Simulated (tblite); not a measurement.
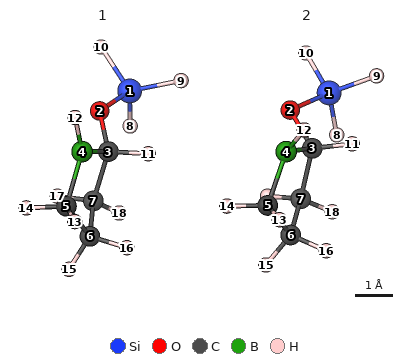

Two geometries of C$_{4}$H$_{11}$BOSi, drawn at one scale. One is the start of a relaxation, the other its converged end. The picture is a ball-and-stick view, seen from a free direction.

All numbers below come from GFN2-xTB geometry optimisation, gas phase in tblite. 

Which geometry has the lower energy?

Answer. Structure 1 is the relaxed one. The largest move after the best rigid fit is that of H12, 0.79 Å. Largest moves by element: H 0.79 Å, O 0.37 Å, Si 0.14 Å, C 0.11 Å, B 0.02 Å. Among the contacts that change: Si1–O2 1.748 → 1.613 Å, B4–H12 1.193 → 1.164 Å, C5–H13 1.114 → 1.090 Å, C6–H16 1.115 → 1.092 Å. Bond angles that change, for instance: Si1–O2–C3 109.4° → 130.7°, C5–B4–H12 118.4° → 127.8°, O2–Si1–H10 108.8° → 99.5°. Over 76 geometry steps the energy falls by 85.5 kJ/mol. The run took 0.5 s on 1 thread of Arm Neoverse V1 (shared host).
